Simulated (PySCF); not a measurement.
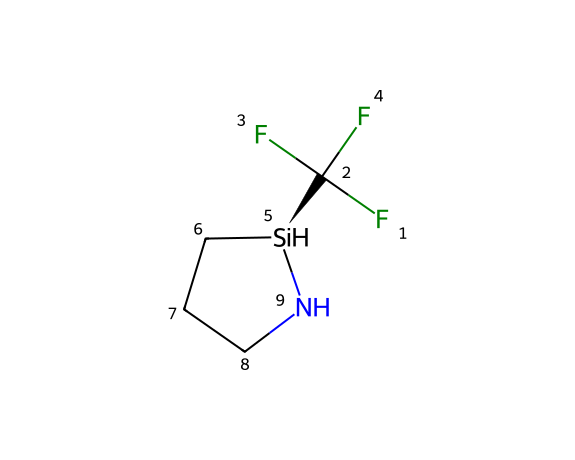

A structural formula, with wedges where it has stereocentres; small numbers name the atoms. The configuration is that of a computed structure (PBE0-D3(BJ)/def2-SVP).

Assign CIP descriptors.

Answer. Si5: S.

Give a SMILES with the stereochemistry.

Answer. FC(F)(F)[Si@@H]1CCCN1
